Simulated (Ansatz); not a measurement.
# CH₆AlBSe: nudged elastic band

The run: nudged elastic band of CH₆AlBSe, SMILES C[Se][BH][AlH2]. Method and program: RKS BLYP-D4/def2-SVP (Ansatz 0.2.0).

One setting was made poor on purpose. It belongs to a series of runs on one base structure; here: band between the two ends. Figures and captions count atoms from 1; the log counts them from 0 in places.

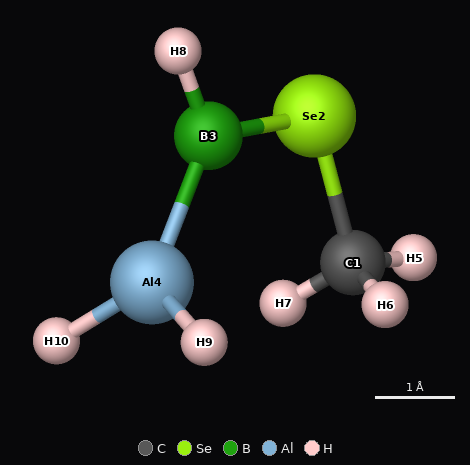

Figure 1. The starting structure (ball-and-stick view, seen at a tilt; atoms are numbered from 1 in the order of the input). Sticks mark near contacts.

## Input
```yaml
crystal:
  periodic: [false, false, false]
  atoms:
    - { symbol: C, position_ang: [-1.370915, 0.300862, -1.09338] }
    - { symbol: Se, position_ang: [-1.167493, -1.474553, -0.190706] }
    - { symbol: B, position_ang: [0.432427, -1.26942, 0.839471] }
    - { symbol: Al, position_ang: [1.618085, 0.478212, 0.916891] }
    - { symbol: H, position_ang: [-2.274585, 0.255088, -1.728027] }
    - { symbol: H, position_ang: [-1.496153, 1.092041, -0.331403] }
    - { symbol: H, position_ang: [-0.486337, 0.498649, -1.726444] }
    - { symbol: H, position_ang: [0.669564, -2.297684, 1.445959] }
    - { symbol: H, position_ang: [1.360191, 1.624796, 2.008535] }
    - { symbol: H, position_ang: [2.798318, 0.74091, -0.137796] }
basis:
  gaussian: { orbitals: def2-SVP }
hamiltonian:
  xc: blyp
  dispersion: d4
neb:
  order_check: false
  images: 1
  f_tol: 0.05
  max_iterations: 60
  initial_path: idpp
  climbing: true
  final_atoms:
    - { symbol: C, position_ang: [-1.36810985, 0.29882603, -1.09813864] }
    - { symbol: Se, position_ang: [-1.16589275, -1.47536431, -0.1925459] }
    - { symbol: B, position_ang: [0.43186238, -1.2681045, 0.84111819] }
    - { symbol: Al, position_ang: [1.61439085, 0.481335, 0.92078048] }
    - { symbol: H, position_ang: [-2.28087452, 0.25763792, -1.72050306] }
    - { symbol: H, position_ang: [-1.47744479, 1.09360391, -0.33721419] }
    - { symbol: H, position_ang: [-0.49059901, 0.48792758, -1.74393191] }
    - { symbol: H, position_ang: [0.6672934, -2.29606772, 1.44885023] }
    - { symbol: H, position_ang: [2.81064104, 0.73483357, -0.11837273] }
    - { symbol: H, position_ang: [1.34183523, 1.63427351, 2.00305752] }
```

Launch command:
```bash
ansatz run input.yaml --threads 2 --pin off --max-ram 3072MiB --backend cpu --events-out ev --progress --plain --runs-dir out
```

## What the program printed
```
Engine: ansatz 0.2.0, x86_64-unknown-linux-gnu
Functional definition: BLYP
  parameter beta = 0.0042
  parameter a = 0.04918
  parameter b = 0.132
  parameter c = 0.2533
  parameter d = 0.349
  exchange = b88_x(beta = beta)
  correlation = lyp_c(a = a, b = b, c = c, d = d)
1199 factors; their error is unknown
mean field evaluation 1: about -73734.2592 eV, gradient 6.3e1 eV
mean field evaluation 2: about -73716.8043 eV, gradient 9.4e1 eV
mean field evaluation 4: about -73745.4192 eV, gradient 4.2e0 eV
mean field evaluation 8: about -73745.4766 eV, gradient 1.1e-1 eV
mean field evaluation 16: about -73745.3496 eV, gradient 7.9e-5 eV
mean field -73745.34955205 eV, -2710.0916096446 hartree, gradient 1.0e-5 eV, S^2 0.000000; 0 other end points of the search recorded, 0 dependent functions left out
the calculation of the forces begins
reference -73745.34992125 eV, -2710.0916232126 hartree; 32, 32 occupied and 76, 76 virtual orbitals, 1199 factors
1199 factors; their error is unknown
mean field evaluation 32: about -73745.3496 eV, gradient 1.1e-3 eV
mean field -73745.34956012 eV, -2710.0916099412 hartree, gradient 1.0e-5 eV, S^2 0.000000; 0 other end points of the search recorded, 0 dependent functions left out
the calculation of the forces begins
reference -73745.34992930 eV, -2710.0916235084 hartree; 32, 32 occupied and 76, 76 virtual orbitals, 1199 factors
NEB end point (image 0): max|allowed force component| = 6.465e-3 eV/Å (the criterion of neb.relax_end_points is 1.000e-2)
NEB end point (image 2): max|allowed force component| = 1.355e-2 eV/Å (the criterion of neb.relax_end_points is 1.000e-2)
1199 factors; their error is unknown
mean field -73744.81668245 eV, -2710.0720270480 hartree, gradient 2.4e-5 eV, S^2 0.000000; 0 other end points of the search recorded, 0 dependent functions left out
the calculation of the forces begins
reference -73744.81705017 eV, -2710.0720405614 hartree; 32, 32 occupied and 76, 76 virtual orbitals, 1199 factors
NEB iter   1: max|band force component| = 1.074e0 eV/Å  barrier→ = 0.5327 eV  barrier← = 0.5327 eV  Δτ_max = 0.1963 Å  (84 SCF iters)
these checks for a lower state are left out or cut short: starts, cluster_reference, orbital_swaps, neighbouring_geometries, increment
1199 factors; their error is unknown
mean field -73745.14973826 eV, -2710.0842666233 hartree, gradient 2.1e-5 eV, S^2 0.000000; 0 other end points of the search recorded, 0 dependent functions left out
the calculation of the forces begins
reference -73745.15010918 eV, -2710.0842802541 hartree; 32, 32 occupied and 76, 76 virtual orbitals, 1199 factors
NEB iter   2: max|band force component| = 4.606e-1 eV/Å  barrier→ = 0.2117 eV  barrier← = 0.2117 eV  CI = image 1  Δτ_max = 0.1619 Å  (29 SCF iters)
these checks for a lower state are left out or cut short: starts, cluster_reference, orbital_swaps, neighbouring_geometries, increment
1199 factors; their error is unknown
mean field evaluation 64: about -73745.2479 eV, gradient 1.4e-1 eV
mean field -73745.24791914 eV, -2710.0878747041 hartree, gradient 2.1e-5 eV, S^2 0.000000; 0 other end points of the search recorded, 0 dependent functions left out
the calculation of the forces begins
reference -73745.24829121 eV, -2710.0878883772 hartree; 32, 32 occupied and 76, 76 virtual orbitals, 1199 factors
NEB iter   3: max|band force component| = 2.239e-1 eV/Å  barrier→ = 0.1199 eV  barrier← = 0.1199 eV  CI = image 1  Δτ_max = 0.1209 Å  (29 SCF iters)
these checks for a lower state are left out or cut short: starts, cluster_reference, orbital_swaps, neighbouring_geometries, increment
1199 factors; their error is unknown
mean field -73745.27526989 eV, -2710.0888798257 hartree, gradient 1.4e-5 eV, S^2 0.000000; 0 other end points of the search recorded, 0 dependent functions left out
the calculation of the forces begins
reference -73745.27564183 eV, -2710.0888934942 hartree; 32, 32 occupied and 76, 76 virtual orbitals, 1199 factors
NEB iter   4: max|band force component| = 1.353e-1 eV/Å  barrier→ = 0.0881 eV  barrier← = 0.0881 eV  CI = image 1  Δτ_max = 0.1635 Å  (30 SCF iters)
these checks for a lower state are left out or cut short: starts, cluster_reference, orbital_swaps, neighbouring_geometries, increment
1199 factors; their error is unknown
mean field -73745.28730785 eV, -2710.0893222124 hartree, gradient 1.8e-5 eV, S^2 0.000000; 0 other end points of the search recorded, 0 dependent functions left out
the calculation of the forces begins
reference -73745.28767698 eV, -2710.0893357776 hartree; 32, 32 occupied and 76, 76 virtual orbitals, 1199 factors
NEB iter   5: max|band force component| = 1.407e-1 eV/Å  barrier→ = 0.0703 eV  barrier← = 0.0702 eV  CI = image 1  Δτ_max = 0.0818 Å  (29 SCF iters)
these checks for a lower state are left out or cut short: starts, cluster_reference, orbital_swaps, neighbouring_geometries, increment
1199 factors; their error is unknown
mean field -73745.28849896 eV, -2710.0893659849 hartree, gradient 1.3e-5 eV, S^2 0.000000; 0 other end points of the search recorded, 0 dependent functions left out
the calculation of the forces begins
reference -73745.28886622 eV, -2710.0893794814 hartree; 32, 32 occupied and 76, 76 virtual orbitals, 1199 factors
NEB iter   6: max|band force component| = 9.278e-2 eV/Å  barrier→ = 0.0654 eV  barrier← = 0.0653 eV  CI = image 1  Δτ_max = 0.0670 Å  (30 SCF iters)
these checks for a lower state are left out or cut short: starts, cluster_reference, orbital_swaps, neighbouring_geometries, increment
1199 factors; their error is unknown
mean field evaluation 96: about -73745.2876 eV, gradient 1.8e-5 eV
mean field -73745.28759911 eV, -2710.0893329160 hartree, gradient 1.8e-5 eV, S^2 0.000000; 0 other end points of the search recorded, 0 dependent functions left out
the calculation of the forces begins
reference -73745.28796458 eV, -2710.0893463468 hartree; 32, 32 occupied and 76, 76 virtual orbitals, 1199 factors
1199 factors; their error is unknown
mean field -73745.28759911 eV, -2710.0893329160 hartree, gradient 1.8e-5 eV, S^2 0.000000; 1 other end points of the search recorded, 0 dependent functions left out
the calculation of the forces begins
reference -73745.28796458 eV, -2710.0893463468 hartree; 32, 32 occupied and 76, 76 virtual orbitals, 1199 factors
NEB iter   7: max|band force component| = 1.345e-2 eV/Å  barrier→ = 0.0632 eV  barrier← = 0.0632 eV  CI = image 1  Δτ_max = 0.0000 Å  (58 SCF iters)
```

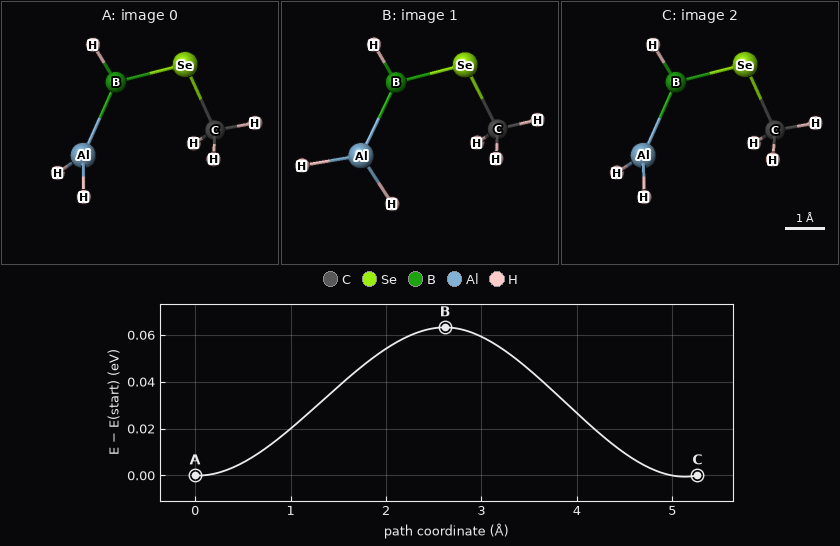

Figure 2. Images of the last band (counted from 0; ball-and-stick, seen at a tilt) above the energy along the path; the line is a cubic interpolation that uses the forces. The highest image is number 1, 0.063 eV above the start and 0.063 eV above the end (the climbing image); start and end have the same energy. The path is 5.26 Å long. The band converged in 7 iterations.

```
Total energy: -73745.75322153 eV, -2710.1064442242 hartree
Atom 0 at    -1.032073    -0.100468    -1.521754 Å, force     0.006047     0.006522     0.001388 eV/Å
Atom 1 at    -1.221222    -1.413213    -0.023491 Å, force    -0.007605    -0.002778    -0.011297 eV/Å
Atom 2 at     0.061916    -0.883585     1.288799 Å, force    -0.011263    -0.012608     0.011440 eV/Å
Atom 3 at     1.409949     0.766223     1.171678 Å, force     0.010911     0.010076    -0.011231 eV/Å
Atom 4 at    -1.760401    -0.391711    -2.300002 Å, force     0.000890    -0.002727     0.004870 eV/Å
Atom 5 at    -1.254824     0.917049    -1.156525 Å, force     0.002682    -0.006814    -0.002065 eV/Å
Atom 6 at    -0.006626    -0.142398    -1.927902 Å, force    -0.006877     0.000592     0.003521 eV/Å
Atom 7 at    -0.003423    -1.647370     2.234174 Å, force     0.010379     0.013308    -0.005154 eV/Å
Atom 8 at     2.451778     1.104094     2.339761 Å, force    -0.001650    -0.008748     0.013344 eV/Å
Atom 9 at     1.438027     1.740281    -0.101639 Å, force    -0.003512     0.003177    -0.004817 eV/Å
Dipole moment:    -0.188762    -0.000114    -0.296959 e Å
this run last wrote the band of iteration 7 to [file]
```

## The last band as extended XYZ (Å, eV, eV/Å)
```
10
Properties=species:S:1:pos:R:3:forces:R:3 image=0 energy=-73745.81610
C    -1.3709    0.3009   -1.0934    0.0017   0.0008   0.0006
Se   -1.1675   -1.4746   -0.1907   -0.0014  -0.0005   0.0002
B     0.4324   -1.2694    0.8395    0.0019  -0.0001   0.0010
Al    1.6181    0.4782    0.9169    0.0049  -0.0004  -0.0018
H    -2.2746    0.2551   -1.7280    0.0043   0.0021   0.0024
H    -1.4962    1.0920   -0.3314    0.0003  -0.0027  -0.0064
H    -0.4863    0.4986   -1.7264   -0.0065   0.0008   0.0026
H     0.6696   -2.2977    1.4460   -0.0002   0.0009  -0.0008
H     1.3602    1.6248    2.0085   -0.0011  -0.0005  -0.0013
H     2.7983    0.7409   -0.1378   -0.0039  -0.0004   0.0034
10
Properties=species:S:1:pos:R:3:forces:R:3 image=1 energy=-73745.75286
C    -1.0321   -0.1005   -1.5218    0.0060   0.0065   0.0014
Se   -1.2212   -1.4132   -0.0235   -0.0076  -0.0028  -0.0113
B     0.0619   -0.8836    1.2888   -0.0113  -0.0126   0.0114
Al    1.4099    0.7662    1.1717    0.0109   0.0101  -0.0112
H    -1.7604   -0.3917   -2.3000    0.0009  -0.0027   0.0049
H    -1.2548    0.9170   -1.1565    0.0027  -0.0068  -0.0021
H    -0.0066   -0.1424   -1.9279   -0.0069   0.0006   0.0035
H    -0.0034   -1.6474    2.2342    0.0104   0.0133  -0.0052
H     2.4518    1.1041    2.3398   -0.0016  -0.0087   0.0133
H     1.4380    1.7403   -0.1016   -0.0035   0.0032  -0.0048
10
Properties=species:S:1:pos:R:3:forces:R:3 image=2 energy=-73745.81608
C    -1.3519    0.2885   -1.1209   -0.0024   0.0024  -0.0057
Se   -1.1572   -1.4807   -0.2040    0.0023   0.0017   0.0005
B     0.4234   -1.2626    0.8535   -0.0090  -0.0012  -0.0022
Al    1.5979    0.4917    0.9435    0.0136  -0.0022   0.0070
H    -2.2546    0.2410   -1.7573    0.0126   0.0031   0.0073
H    -1.4761    1.0864   -0.3655    0.0012  -0.0061  -0.0092
H    -0.4651    0.4780   -1.7538   -0.0121  -0.0001   0.0075
H     0.6531   -2.2869    1.4696    0.0030   0.0029  -0.0002
H     2.8094    0.7450   -0.0780   -0.0088   0.0031   0.0044
H     1.3042    1.6485    2.0160   -0.0002  -0.0037  -0.0095
```

## Summary

| quantity | value |
| --- | --- |
| outcome | converged |
| barrier, forward | 0.063 eV |
| barrier, backward | 0.063 eV |
| hardware | 2 threads of Intel Xeon @ 2.50GHz (Skylake/Cascade Lake), 16 GiB of memory available, shared host |
| wall time | 19 s (CPU time 37 s) |
| peak memory | 0.16 GiB |

## Remarks

A deliberately poor setting: few images. The order of the saddle point was not checked.
